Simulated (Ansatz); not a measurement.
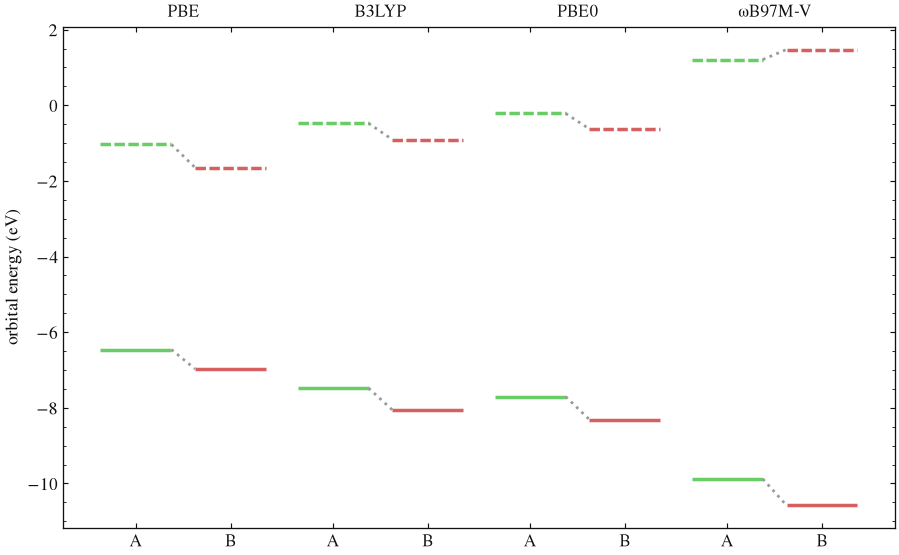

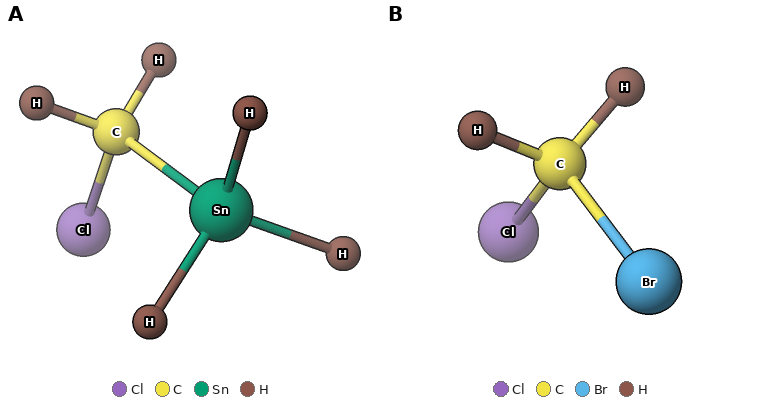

One change: A, CH₅ClSn (SMILES Cl[CH2][SnH3]), becomes B, CH₂BrCl (SMILES ClCBr). SnH₃ on C is replaced by Br. HOMO (solid) and LUMO (dashed) computed in def2-TZVPP at PBE0-D4/def2-TZVP geometries, both minima by their frequencies, gas phase, the Ansatz code. Empty levels above zero depend strongly on the basis.

Q: What does the change do to HOMO and LUMO?

A: PBE: the HOMO falls by 0.51 eV, the LUMO falls by 0.61 eV, and the separation goes from 5.42 to 5.32 eV. B3LYP: the HOMO falls by 0.57 eV, the LUMO falls by 0.43 eV, and the separation goes from 7.00 to 7.15 eV. PBE0: the HOMO falls by 0.61 eV, the LUMO falls by 0.41 eV, and the separation goes from 7.49 to 7.68 eV. ωB97M-V: the HOMO falls by 0.70 eV, the LUMO rises by 0.27 eV, and the separation goes from 11.09 to 12.05 eV.

Q: Do the functionals agree on the effect?

A: Not on every direction; the HOMO shift lies between −0.70 and −0.51 eV and the LUMO shift between −0.61 and 0.27 eV, while the separations themselves differ by up to 6.7 eV between functionals.

Caveats: core potentials past krypton; spin-orbit coupling is left out, and with Sn it can shift these values.
